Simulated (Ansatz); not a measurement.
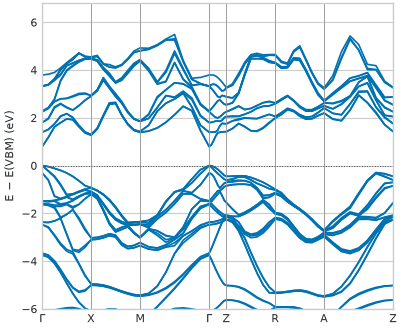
Figure: Band structure from plane-wave PAW PBE with spin–orbit coupling (Ansatz code)

**Question.** Read off the gap and where the band edges lie.

**Answer.** About 0.8 eV (0.79 eV by a search for the band edges); maximum at Γ, minimum at Γ.

The material is AlGaAs₂ in space group P-4m2 (No. 115; Pearson symbol tP8).

The start of the workflow was typed in or built on a structure type; neither database checked (COD, Materials Project) lists it. Its standing as an ambient phase is unchecked. The PBE relaxation kept the symmetry of its start; whether a distortion lowers the energy is not shown.

Potentials: the earlier of the program's two PAW sets.
